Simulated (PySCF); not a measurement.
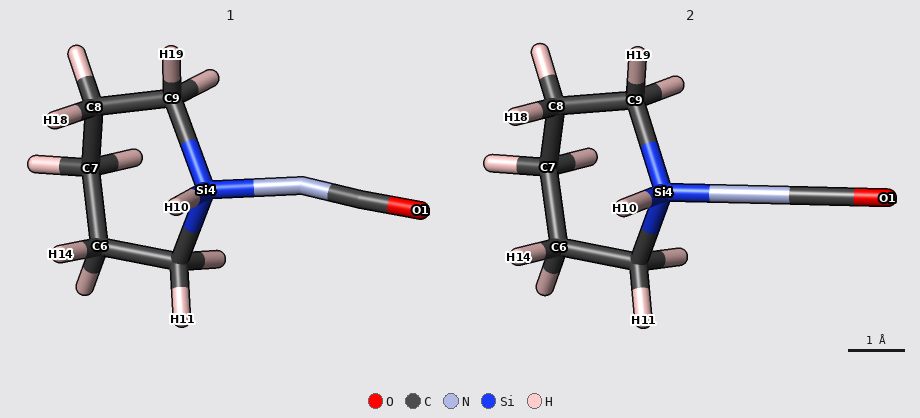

Two geometries of C$_{6}$H$_{11}$NOSi, drawn at one scale. One is the start of a relaxation, the other its converged end. The picture is a stick view, seen at a tilt.

Level of theory: PySCF, PBE0-D3(BJ)/def2-SVP geometry optimisation, gas phase. 

Question: Which of the two is the end point?

Answer: Structure 2 is the relaxed one. The start comes from GFN2-xTB. After 11 geometry steps the energy has fallen by 13.5 kJ/mol. The largest force component goes from 1.4 to 0.011 eV/Å. The atom that moves furthest after the best rigid fit is the N atom (0.32 Å). By element the largest moves are N 0.32 Å, O 0.31 Å, H 0.23 Å, C 0.08 Å, Si 0.06 Å. Near-neighbour distances that change, for instance: H–Si 1.468 → 1.495 Å, C–Si 1.896 → 1.874 Å, C–O 1.156 → 1.170 Å, C–H 1.093 → 1.106 Å. Among the angles between lasting bonds that change: C–N–Si 153.8° → 179.8°, O–C–N 175.4° → 179.8°, N–Si–C 107.4° → 111.4°. The run took about 6 core-minutes on a shared host.
